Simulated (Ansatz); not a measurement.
**From PBE to G0W0: GaN (F-43m)**

Aim: the quasiparticle gap of GaN (F-43m), starting from PBE.

Main program and level: Ansatz 0.2.0; PBE, then G0W0 on it, plane waves, PAW.

**Experimental background.**

- Gap 3.23 eV: absorption onset (direct gap at Gamma) of unexcited film, from imaginary part of dielectric function; spectroscopic ellipsometry (steady-state reference of time-resolved measurement); 300 K; film on 3C-SiC/Si(001) (“Femtosecond pump-probe absorption edge spectroscopy of cubic GaN”, 2022, arxiv:2206.02223).

This is a report of a sequence of runs, with most program output left out.

In doubt: masses and optical values from hybrid runs of this build are listed as unsure (in some of the runs), which bears on the screening that GW takes from such a start.

**1. Starting point**

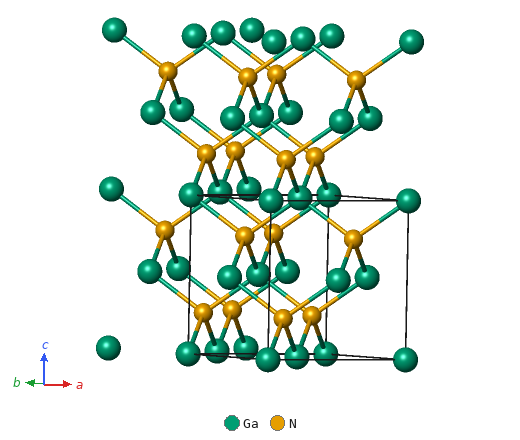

The starting structure, seen slightly off an axis (gallium teal, nitrogen orange). 1×2×2 cells are drawn. This picture shows the conventional cell, with its axes. Bonds to atoms that aren't drawn are left out. Some periodic images of atoms are drawn too.

The cell and positions are those that the Materials Project relaxed with its own functionals (PBE, PBE+U or r2SCAN), kept fixed. This is not the form that GaN usually takes at ambient conditions.

**2. The PBE band structure**

Levels along a band path and on the mesh show where this functional puts the band edges.

This step: DFT, PBE, plane waves, PAW; PAW set soft_1.

Contents of input.yaml:

```yaml
crystal:
  lattice:
    - [0.0, 2.2535006075, 2.2535006075]
    - [2.2535006075, 0.0, 2.2535006075]
    - [2.2535006075, 2.2535006075, 0.0]
  atoms:
    - { symbol: Ga, position: [0.0, 0.0, 0.0] }
    - { symbol: "N", position: [0.75, 0.75, 0.75] }
kpoints:
  mp_grid: { grid: [8, 8, 8] }
  band_path:
    path:
      - [[0.0, 0.0, 0.0], [-0.5, -0.5, 0.0], [-0.375, -0.375, 0.25]]
      - [[-0.375, 0.0, 0.375], [0.0, 0.0, 0.0], [0.0, 0.0, 0.5], [-0.5, -0.25, 0.25], [-0.5, -0.5, 0.0]]
    npoints: 10
hamiltonian:
  xc: pbe
  pseudopotentials: { kind: paw, azcp: { folder: soft_1 } }
scf:
  occupations: { method: fermi_dirac, width: 0.02 }
  n_extra_bands: 4
output:
  eigenvalues: true
  write_density: true
  write_potential: true
  elf: true
  volumetric_format: npy
```

Command:

```
$ ansatz run input.yaml --threads 3 --pin off --max-ram 92160MiB --backend cuda --events-out ev --progress --plain --runs-dir out --devices 1 --max-vram 13GiB
```

The job ended after 6.3 s (1 × NVIDIA H100 80GB HBM3 (shared by 6 runs) with 3 threads of AMD EPYC 7R13 (Zen 3), shared host; peak memory 0.88 GiB).

Numbers from this step:

```
filled bands         : 9
gap                  : 1.718 eV
valence top at       : Γ
conduction bottom at : Γ
least direct gap     : 1.718 eV
```

Over mesh and path the gap is 1.718 eV, direct, at k = Γ.

Electronic bands along the path, in eV, zero at the top of the highest nominally filled band:

| point | band 6 | band 7 | band 8 | band 9 | band 10 | band 11 | band 12 | band 13 |
| --- | --- | --- | --- | --- | --- | --- | --- | --- |
| Γ | -13.17 | 0.00 | 0.00 | 0.00 | 1.72 | 10.32 | 10.32 | 10.32 |
| X | -11.47 | -6.12 | -2.70 | -2.70 | 3.35 | 6.67 | 11.70 | 13.96 |
| U | -11.31 | -5.86 | -4.25 | -2.17 | 5.00 | 7.86 | 11.07 | 12.84 |
| jump to K | -11.31 | -5.86 | -4.25 | -2.17 | 5.00 | 7.86 | 11.07 | 12.84 |
| Γ | -13.17 | 0.00 | 0.00 | 0.00 | 1.72 | 10.32 | 10.32 | 10.32 |
| L | -11.90 | -7.03 | -0.97 | -0.97 | 4.64 | 8.72 | 10.37 | 10.37 |
| W | -11.19 | -5.69 | -3.69 | -3.63 | 6.22 | 8.39 | 10.27 | 11.11 |
| X | -11.47 | -6.12 | -2.70 | -2.70 | 3.35 | 6.67 | 11.70 | 13.96 |

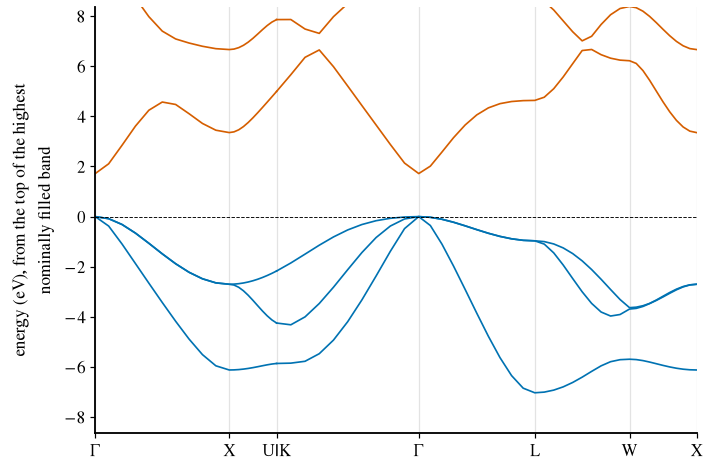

Electronic bands along the path; lines of filled and empty bands in two colours.

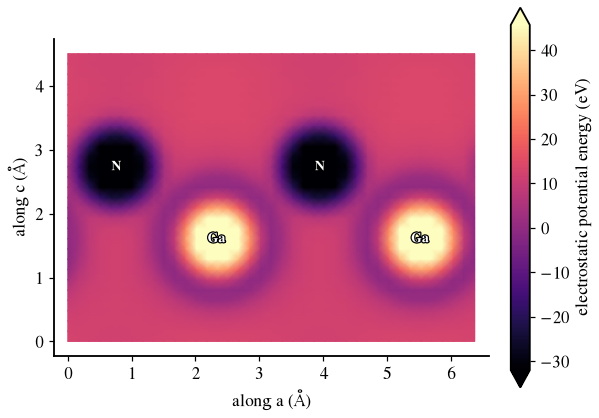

Electrostatic potential energy in the ac plane of a cell with a along [110], b along [-110] and c along [001] of the cube at fractional y = 0.000, with atoms of Ga and N within 0.2 Å of it. With pseudopotentials it is smooth inside the atoms' cores, unlike the true potential. The map starts off the cell's origin, so that atoms lie inside it.

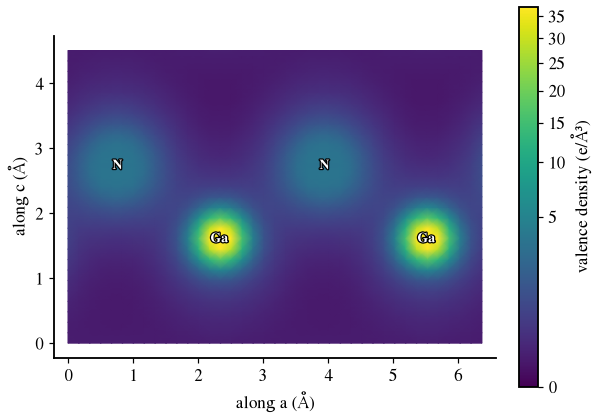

Valence density in the ac plane of a cell with a along [110], b along [-110] and c along [001] of the cube at fractional y = 0.000, with atoms of Ga and N within 0.2 Å of it. It is the smooth field of the valence electrons, not physical close to the nuclei. The map starts off the cell's origin, so that atoms lie inside it. The colour scale is stretched toward low values.

**3. One-shot GW**

G0W0 replaces the xc potential by a self-energy built once from the orbitals of the start. Levels are corrected in the window of bands that the input names, at points of the mesh.

This step: G0W0 on PBE, plane waves, PAW.

Contents of input.yaml:

```yaml
crystal:
  lattice:
    - [0.0, 2.2535006075, 2.2535006075]
    - [2.2535006075, 0.0, 2.2535006075]
    - [2.2535006075, 2.2535006075, 0.0]
  atoms:
    - { symbol: Ga, position: [0.0, 0.0, 0.0] }
    - { symbol: "N", position: [0.75, 0.75, 0.75] }
kpoints:
  mp_grid: { grid: [10, 10, 10] }
hamiltonian:
  xc: pbe
  pseudopotentials: { kind: paw, source: ansatz }
scf:
  occupations: { method: fixed }
gw:
  n_empty_bands: 384
  ecut_chi: 380
  qp_bands: [v2, c2]
  qp_kpoints: band_edges
  screening: { model: contour_deformation }
```

Elapsed: 7.9 min, on 1 × NVIDIA H100 80GB HBM3 (shared by 6 runs) with 3 threads; peak memory 3.7 GiB; 15 min of CPU time.

Numbers from this step:

```yaml
bands_summed: 397
rpa_eps_infinity_on_this_mesh_eigenvalues: 5.743, 5.743, 5.743
plane_waves_in_the_screening_matrix: 387
q_points_in_the_mesh: 1000
g0w0_gap_over_the_corrected_points: 2.913 eV
k_of_the_valence_top: 0, 0, 0
k_of_the_conduction_bottom: 0, 0, 0
starting_gap_on_the_mesh: 1.734 eV
z_at_the_valence_top: 0.7684
z_at_the_conduction_bottom: 0.8062
least_direct_g0w0_gap_over_the_corrected_points: 2.913 eV
```

Over 18 of 47 irreducible mesh points the G0W0 gap is 2.913 eV, direct, at k = Γ. The PBE gap of this run on the mesh is 1.734 eV. The two states that bound the G0W0 gap lie that far apart at the start, so the correction of the gap is 2.913 − 1.734 = +1.179 eV. The start of this run differs from the step before in mesh (8×8×8 and 10×10×10), files (soft_1 PAW and hard PAW) and plane-wave cutoff (420 eV and 1020 eV).

Labels follow the order of the start: v1 is the top filled band, c1 the lowest empty one; levels that stay degenerate share a row, the window can cut a multiplet, doubted levels are not marked in this list, bands outside the window were not corrected, and the list may be a part of the corrected levels. Levels before and after the correction, in eV, zero at the valence-band top of each column:

|  | conduction bottom | valence top |
| --- | --- | --- |
| Kohn-Sham | 1.73 | 0.00 |
| G0W0 | 2.91 | 0.00 |

|  | level | occupation | energy (eV) |
| --- | --- | --- | --- |
| Kohn-Sham | Γ v2-v1 | 2 | 0.000 |
| Kohn-Sham | Γ c1 | 0 | 1.734 |
| Kohn-Sham | Γ c2 | 0 | 10.315 |
| G0W0 | Γ v2-v1 | 2 | 0.000 |
| G0W0 | Γ c1 | 0 | 2.913 |
| G0W0 | Γ c2 | 0 | 11.818 |

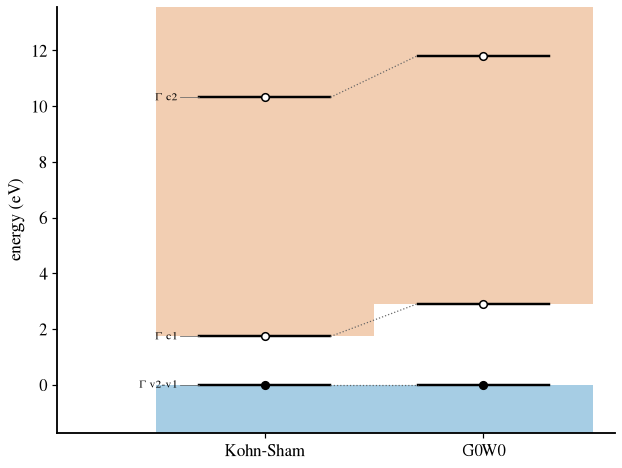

Levels before and after the correction. Shaded: valence and conduction bands. Filled marks are occupied levels, open marks empty ones.

The parts of the quasiparticle energy for the two states that bound the G0W0 gap, in eV on the run's own scale (QP = start + Σx + Σc − Vxc, with Σc at the quasiparticle energy):

| edge | k | band | start | Σx | Σc | Vxc | Z | QP |
| --- | --- | --- | --- | --- | --- | --- | --- | --- |
| valence top | Γ | 12 | 11.049 | −23.814 | 2.563 | −20.267 | 0.768 | 10.065 |
| conduction bottom | Γ | 14 | 12.782 | −11.646 | −3.844 | −15.686 | 0.806 | 12.978 |

**4. Spin-orbit coupling**

This run has two-component orbitals with spin-orbit coupling.

This step: DFT, PBE with spin-orbit coupling, plane waves, PAW; PAW set soft_1.

Contents of input.yaml:

```yaml
crystal:
  lattice:
    - [0.0, 2.2535006075, 2.2535006075]
    - [2.2535006075, 0.0, 2.2535006075]
    - [2.2535006075, 2.2535006075, 0.0]
  atoms:
    - { symbol: Ga, position: [0.0, 0.0, 0.0] }
    - { symbol: "N", position: [0.75, 0.75, 0.75] }
kpoints:
  mp_grid: { grid: [8, 8, 8] }
  band_path:
    path:
      - [0.0, 0.0, 0.0]
      - [-0.5, -0.5, 0.0]
      - [-0.375, -0.375, 0.25]
      - [-0.375, 0.0, 0.375]
      - [0.0, 0.0, 0.5]
      - [-0.5, -0.25, 0.25]
    npoints: 1
hamiltonian:
  xc: pbe
  pseudopotentials: { kind: paw_fr, azcp: { folder: soft_1 } }
scf:
  occupations: { method: fixed }
  n_extra_bands: 8
magnetization:
  noncollinear: true
  spin_orbit: true
output:
  eigenvalues: true
```

Wall time 14 s (1 × NVIDIA H100 80GB HBM3 (shared by 6 runs) with 3 threads); peak memory 0.89 GiB; 19 s of CPU time.

Numbers from this step:

| Property | Result |
| --- | --- |
| gap | 1.715 eV |
| valence top at | Γ |
| conduction bottom at | Γ |
| least direct gap | 1.715 eV |

Over mesh and listed points the gap is 1.715 eV, direct, at k = Γ. PBE+SOC against PBE: 1.715 − 1.718 = −0.003 eV, with the same mesh, set of files (read in its fully relativistic form for the spin-orbit run) and cutoff, and both edges at the same k points. The spin-orbit run sees mesh and listed points alone, so its gap is an upper bound: the coupling can move an edge off these points, the more so as this crystal has no centre of inversion, and the change over the zone, its sign included where it is small, is not known.

**5. The runs together**

Each gap is the least one over the points named; times are wall times on shared hosts, not benchmarks. A G0W0 time includes the run's own self-consistent start. Runs with listed points see these and the mesh alone, so an edge that moves elsewhere is missed. Rows marked * are further runs, not shown as steps, whose inputs differ from the G0W0 step on the same start in the columns given; solver thresholds can differ too.

| level | mesh | files, cutoff | bands summed, screening | points | gap (eV) | valence top | conduction bottom | least direct gap (eV) | time |
| --- | --- | --- | --- | --- | --- | --- | --- | --- | --- |
| PBE | 8×8×8 | soft_1 PAW, 420 eV | - | mesh and path | 1.718 | Γ | Γ | 1.718 | 6.3 s |
| PBE+SOC | 8×8×8 | soft_1 PAW, 420 eV | - | mesh and listed points | 1.715 | Γ | Γ | 1.715 | 14 s |
| G0W0@PBE* | 10×10×10 | hard PAW, 1020 eV | 108, 150 eV | 18 of 47 irreducible mesh points | 2.849 | Γ | Γ | 2.849 | 95 s |
| G0W0@PBE* | 10×10×10 | hard PAW, 1020 eV | 218, 250 eV | 18 of 47 irreducible mesh points | 2.884 | Γ | Γ | 2.884 | 3.2 min |
| G0W0@PBE | 10×10×10 | hard PAW, 1020 eV | 397, 380 eV | 18 of 47 irreducible mesh points | 2.913 | Γ | Γ | 2.913 | 7.9 min |
| G0W0@PBE* | 12×12×12 | hard PAW, 1020 eV | 108, 150 eV | 23 of 72 irreducible mesh points | 2.847 | Γ | Γ | 2.847 | 5.6 min |

Computed less measured, in eV, for the reports listed at the start; nothing is added to the computed values:

| row | computed (eV) | 3.23 eV (2022) |
| --- | --- | --- |
| PBE, gap | 1.718 | −1.512 |
| PBE+SOC, gap | 1.715 | −1.515 |
| G0W0@PBE, gap | 2.913 | −0.317 |

**6. What came out**

```
PBE gap over mesh and path                         : 1.718 eV, direct, at k = Γ
G0W0@PBE gap over 18 of 47 irreducible mesh points : 2.913 eV, direct, at k = Γ
PBE+SOC gap over mesh and listed points            : 1.715 eV
GW settings                                        : 10×10×10 mesh, 384 empty bands, screening to 380 eV, hard PAW files
known limits                                       : finite bands, screening cutoff and k mesh; no spin-orbit coupling in G0W0; d shells not analysed
```

Over 18 of 47 irreducible mesh points the G0W0 gap is 2.913 eV, direct, at k = Γ. The PBE gap of this run on the mesh is 1.734 eV. The two states that bound the G0W0 gap lie that far apart at the start, so the correction of the gap is 2.913 − 1.734 = +1.179 eV. The valence state moves by 10.065 − 11.049 = −0.984 eV and the conduction state by 12.978 − 12.782 = +0.196 eV, on the run's own scale; with 108 bands the edge states move by −0.624 and +0.492 eV, so the split between the edges depends on the bands and cutoff. Both edges that PBE shows over mesh and path lie at k points where levels were corrected. Levels at other points were not corrected, so a lower G0W0 gap elsewhere in the zone is not ruled out. From 108 bands and 150 eV to 397 bands and 380 eV the gap moves by 2.913 − 2.849 = +0.064 eV (rung by rung 2.849, 2.884, 2.913 eV); bands and screening cutoff rise together, so their parts are not told apart. A line in one over the bands through the two highest rungs gives 2.913 + (2.913 − 2.884) × 218 / (397 − 218) = 2.948 eV, and through the pair below 2.884 + (2.884 − 2.849) × 108 / (218 − 108) = 2.918 eV. From the gaps as printed the two differ by 0.030 eV, at the edge of the 0.030 eV asked, so no limit is taken and it is not known. With the 12×12×12 mesh in place of the 10×10×10 mesh and all else as in the G0W0@PBE row with 108 bands, the gap differs by 2.847 − 2.849 = −0.002 eV, and that of the start by 1.734 − 1.734 = +0.000 eV. G0W0 on other starts in this series, not shown as steps and not all at these settings: 3.485 eV on HSE06 (10×10×10, hard PAW, 218 bands, 250 eV), 3.667 eV on PBE0 (10×10×10, hard PAW, 218 bands, 250 eV) and 2.927 eV on LDA (10×10×10, hard PAW, 218 bands, 250 eV). PBE+SOC against PBE: 1.715 − 1.718 = −0.003 eV, with the same mesh, set of files (read in its fully relativistic form for the spin-orbit run) and cutoff, and both edges at the same k points. The spin-orbit run sees mesh and listed points alone, so its gap is an upper bound: the coupling can move an edge off these points, the more so as this crystal has no centre of inversion, and the change over the zone, its sign included where it is small, is not known. What spin-orbit coupling does to the G0W0 levels was not computed, so no sum with the G0W0 gap is formed. Against experiment, G0W0@PBE at 2.913 eV lies −0.317 eV from 3.23 eV (2022). The differences hold parts that these runs do not separate: finite bands, cutoffs and mesh, points of the zone that were not corrected, the start of G0W0, spin-orbit coupling missing from it, static nuclei, no electron-hole attraction, a cell that is not a measured one, and what each experiment reads as the gap. How much each gives is not known from the steps shown. The G0W0 runs are scalar-relativistic. One-shot GW is known to converge slowly in bands for compounds with shallow d shells. The cell holds Ga; the filling of the d shell and its place against the gap were not analysed here. G0W0 is shown with one set of atomic data (hard PAW), so the error from the files is not known here.

[Paths, hosts, dates, memory and timing lines, banners, echoed tables and standing remarks are left out of the program output.]

[Logs are printed without paths, hosts, clocks, repeated set-up lines and the standing remarks that a program may print on its own settings, such as how far it seeks lower states.]

[Runs of the session that timed out or met a known fault of the program may be left out.]

[Cells called generated may have been cut or substituted from an entry of the Crystallography Open Database or the Materials Project.]

[Hosts, paths, dates, database ids (printed as entryN), source tags and the programs' standing remarks are cut or masked in the printed files.]

[Where an RPA ε∞ is given, it is that of the G0W0 mesh and is not shown converged in it. Names of k-points follow the symmetry that the program found, which can be lower than the space group named. Band edges on a path are those of the sampled points; other points can move an edge, and change direct to indirect where valleys lie close.]

[Hybrid gaps are those of their k-mesh and are not shown converged in it.]
